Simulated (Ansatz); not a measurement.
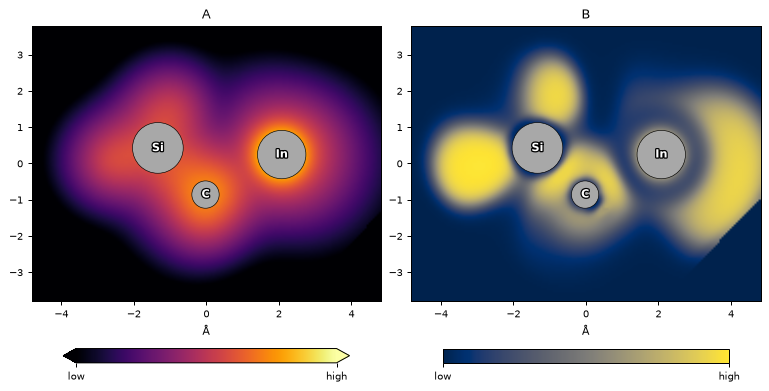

CH$_{6}$InSi (charge −1): 2 fields on the plane of atoms In2, C1 and Si3, with unlabelled colour scales. Grey discs cover the atomic cores.

Geometry: r2SCAN-D4/def2-SVPD; core potentials replace the inner electrons of In.

The calculation used isolated molecule in a Gaussian basis; Kohn-Sham density functional theory, functional PBE0 (Ansatz).

```yaml
atoms:
  - { symbol: C, position_ang: [1.9792, 1.5931, 0.7481] }
  - { symbol: In, position_ang: [0.3627, 0.0193, 1.4824] }
  - { symbol: Si, position_ang: [1.8243, 1.7510, -1.0778] }
  - { symbol: H, position_ang: [1.4504, 0.4509, -1.7532] }
  - { symbol: H, position_ang: [3.0666, 2.1681, -1.8555] }
  - { symbol: H, position_ang: [0.7755, 2.7464, -1.4817] }
  - { symbol: H, position_ang: [2.9754, 1.2608, 1.0826] }
  - { symbol: H, position_ang: [-0.9780, 0.9042, 0.4863] }
  - { symbol: H, position_ang: [1.7401, 2.5524, 1.2424] }
```

The panels show electron density and electron localisation function in some order. Assign them.

Panel A: electron density. Panel B: electron localisation function. From the grid: C–Si (1.84 Å): the density is about 0.98 e/Å³ at the midpoint; the ELF peaks at about 0.95 between the atoms, as expected for localised, covalent bonding. C–In (2.37 Å): the density is about 0.43 e/Å³ at the midpoint; the ELF peaks at about 0.90 in the valence shell of C, 0.7 Å from its nucleus, and drops to about 0.15 between the two atoms.
